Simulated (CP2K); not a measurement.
**CH2BF2NSi (SMILES F[Si]1(F)BN=C1): a first try and a second**

Wanted: energy and forces of CH2BF2NSi, GFN2-xTB.

The calculation is run with CP2K 2026.2.

4 further runs of the same task are left out: 1 that didn't finish, 3 set aside as unsound or not needed.

## (1) The system as given

The species is CH2BF2NSi (8 atoms), meant as a singlet with charge 0. SMILES: `F[Si]1(F)BN=C1`. Geometry: relaxed at GFN2-xTB.

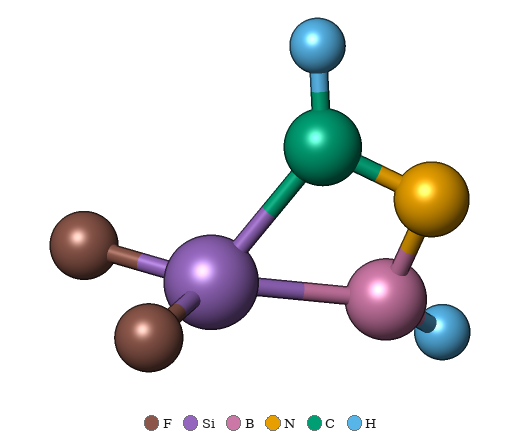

Viewed from a chosen angle; fluorine brown, silicon purple, boron pink, nitrogen amber, carbon teal, hydrogen blue.

## (2) Try one

The input, run.inp:

```
&GLOBAL
  PROJECT run
  RUN_TYPE ENERGY_FORCE
  PRINT_LEVEL MEDIUM
&END
&FORCE_EVAL
  METHOD Quickstep
  &DFT
    CHARGE 6
    &QS
      METHOD XTB
      EPS_DEFAULT 1.0E-10
      &XTB
        GFN_TYPE TBLITE
        &TBLITE
          METHOD GFN2
        &END
        CHECK_ATOMIC_CHARGES F
      &END
    &END
    &POISSON
      PERIODIC NONE
      POISSON_SOLVER ANALYTIC
    &END
    &SCF
      SCF_GUESS ATOMIC
      EPS_SCF 1.0E-07
      MAX_SCF 93
      ADDED_MOS 4
      &DIAGONALIZATION
        ALGORITHM STANDARD
      &END
      &MIXING
        METHOD DIRECT_P_MIXING
        ALPHA 0.4
      &END
    &END
    &PRINT
      &MOMENTS
        PERIODIC F
        REFERENCE COM
        MAX_MOMENT 1
      &END
      &MO ON
        ENERGIES T
        OCCUPATION_NUMBERS T
        NDIGITS 6
        &EACH
          QS_SCF 0
        &END
        ADD_LAST NUMERIC
      &END
      &HIRSHFELD OFF
      &END
    &END
  &END
  &SUBSYS
    &CELL
      ABC 13.8 13.7 13.7
      PERIODIC NONE
    &END
    &COORD
      F      7.102780     6.547630     8.696400
      Si     7.195130     6.297980     7.105550
      F      8.794880     6.301370     6.954110
      B      5.913580     5.716680     5.765590
      N      5.955800     6.944690     5.003600
      C      6.441940     7.651810     5.971020
      H      5.005120     4.991930     5.692620
      H      6.192850     8.708070     6.032630
    &END
  &END
  &PRINT
    &FORCES ON
    &END
  &END
&END
```

Run with:

```console
$ OMP_NUM_THREADS=1 cp2k.psmp -i run.inp > run.out 2>&1
```

Output:

```text
CP2K| version string:                                       CP2K version 2026.2
[...]
 GLOBAL| Method name                                                        CP2K
[...]
 GLOBAL| Run type                                                   ENERGY_FORCE
[...]
                             - Atoms:                                          8
[...]
                             - Spherical basis functions:                     31
[...]
 Number of electrons:                                                         26
[...]
  *** SCF run converged in    57 steps ***
[...]
  Fermi energy:                                                -1.94778417858316
[...]
 TB_DIPOLE| Moment [Debye]        -13.47671646       0.47037495     -10.44912694
 TB_DIPOLE| Derivative [a.u.]       0.00000000       0.00000000       0.00000000
[...]
 ENERGY| Total FORCE_EVAL ( QS ) energy [hartree]            -11.564277191078911
 FORCES| Atomic forces [hartree/bohr]
 FORCES|   Atom     x               y               z               |f|
 FORCES|      1  4.04739587E-03 -1.28007281E-03  5.33259680E-02   5.34946620E-02
 FORCES|      2  8.46317152E-02 -3.99148916E-02  1.14703102E-01   1.48028806E-01
 FORCES|      3  5.49260559E-02 -8.55472472E-03  7.09251823E-03   5.60389039E-02
 FORCES|      4  1.54014454E-02  5.70842770E-02 -6.96479894E-02   9.13600658E-02
 FORCES|      5  1.51956556E-03  2.11456366E-02  2.22449282E-02   3.07292020E-02
 FORCES|      6 -5.39555420E-02 -6.54543889E-02 -1.25160227E-01   1.51197090E-01
 FORCES|      7 -9.50078406E-02 -9.85799200E-02 -1.44858242E-02   1.37674723E-01
 FORCES|      8 -1.15627953E-02  1.35554084E-01  1.19275238E-02   1.36568202E-01
 FORCES| Sum     6.41847686E-17 -2.22044605E-16 -4.75314232E-16
 FORCES| Total atomic force                                       5.28532980E-16
[...]
```

It took 1.7 s on 1 thread of Intel Xeon Platinum 8488C (Sapphire Rapids), shared host; peak memory 0.19 GiB.

## (3) Diagnosis

The program ended normally, but the settings are unsound, so its numbers aren't properties of the molecule.

What is wrong: the charge typed isn't that of the species meant. To mend it: charge 0 in place of 6.

## (4) Try two

The input, job.inp:

```
&GLOBAL
    PROJECT_NAME job
    RUN_TYPE ENERGY_FORCE
    PRINT_LEVEL MEDIUM
&END GLOBAL
&FORCE_EVAL
    METHOD QS
    &DFT
        ! Quickstep
        &QS
            METHOD XTB
            EPS_DEFAULT 1.0E-10
            &XTB
                GFN_TYPE TBLITE
                &TBLITE
                    METHOD GFN2
                &END TBLITE
                CHECK_ATOMIC_CHARGES F
            &END XTB
        &END QS
        ! cluster boundary conditions
        &POISSON
            PERIODIC NONE
            POISSON_SOLVER ANALYTIC
        &END POISSON
        &SCF
            SCF_GUESS ATOMIC
            EPS_SCF 1.0E-07
            MAX_SCF 150
            ADDED_MOS 4
            &DIAGONALIZATION
                ALGORITHM STANDARD
            &END DIAGONALIZATION
            &MIXING
                METHOD DIRECT_P_MIXING
                ALPHA 0.4
            &END MIXING
        &END SCF
        &PRINT
            &MOMENTS
                PERIODIC F
                REFERENCE COM
                MAX_MOMENT 1
            &END MOMENTS
            &MO ON
                ENERGIES T
                OCCUPATION_NUMBERS T
                NDIGITS 6
                &EACH
                    QS_SCF 0
                &END EACH
                ADD_LAST NUMERIC
            &END MO
            &HIRSHFELD OFF
            &END HIRSHFELD
        &END PRINT
    &END DFT
    &SUBSYS
        &CELL
            ABC 13.8 13.7 13.7
            PERIODIC NONE
        &END CELL
        &COORD
            F      7.102780     6.547630     8.696400
            Si     7.195130     6.297980     7.105550
            F      8.794880     6.301370     6.954110
            B      5.913580     5.716680     5.765590
            N      5.955800     6.944690     5.003600
            C      6.441940     7.651810     5.971020
            H      5.005120     4.991930     5.692620
            H      6.192850     8.708070     6.032630
        &END COORD
    &END SUBSYS
    ! extra output
    &PRINT
        &FORCES ON
        &END FORCES
    &END PRINT
&END FORCE_EVAL
```

Run with:

```console
$ OMP_NUM_THREADS=1 cp2k.psmp job.inp > job.out
```

Output:

```text
CP2K| version string:                                       CP2K version 2026.2
[...]
 GLOBAL| Method name                                                        CP2K
[...]
 GLOBAL| Run type                                                   ENERGY_FORCE
[...]
                             - Atoms:                                          8
[...]
                             - Spherical basis functions:                     31
[...]
 Number of electrons:                                                         32
[...]
  *** SCF run converged in    22 steps ***
[...]
  Fermi energy:                                                -0.33091986020789
[...]
 TB_DIPOLE| Moment [Debye]         -0.98630527      -1.03613919      -0.03624799
 TB_DIPOLE| Derivative [a.u.]       0.00000000       0.00000000       0.00000000
[...]
 ENERGY| Total FORCE_EVAL ( QS ) energy [hartree]            -18.539289303590884
 FORCES| Atomic forces [hartree/bohr]
 FORCES|   Atom     x               y               z               |f|
 FORCES|      1  8.13966990E-06 -4.80388063E-05 -1.38272766E-04   1.46606067E-04
 FORCES|      2 -2.22369227E-05  3.29466091E-05  1.96311100E-04   2.00294802E-04
 FORCES|      3 -2.77359181E-05 -2.26717364E-05 -5.93602169E-05   6.93319849E-05
 FORCES|      4 -1.54423393E-04 -1.28945670E-04 -5.30779700E-05   2.08064512E-04
 FORCES|      5  3.75670396E-05 -8.81188502E-05  3.54871590E-05   1.02154553E-04
 FORCES|      6  4.56054126E-05  1.73151523E-04  5.29894210E-05   1.86732917E-04
 FORCES|      7  1.25474061E-04  3.90178679E-05  5.65712257E-06   1.31522382E-04
 FORCES|      8 -1.23899494E-05  4.26590630E-05 -3.97338495E-05   5.95993733E-05
 FORCES| Sum    -2.26296710E-16  5.10930274E-17 -2.32859522E-16
 FORCES| Total atomic force                                       3.28700860E-16
[...]
```

Run time: 1.6 s. Hardware: 1 thread of Intel Xeon Platinum 8488C (Sapphire Rapids), shared host; peak memory 0.19 GiB.

## (5) Results

Level: GFN2-xTB.

```
                                 quantity         value
                             total energy  -18.53929 Eh
dipole moment (from atomic charges alone)        1.43 D
                              HOMO energy     -10.23 eV
                              LUMO energy      -8.13 eV
                            HOMO–LUMO gap       2.11 eV
                 largest force on an atom    0.011 eV/Å
```

What this shows: The dipole comes from point charges on the atoms alone, without atomic dipoles, so it is partial.
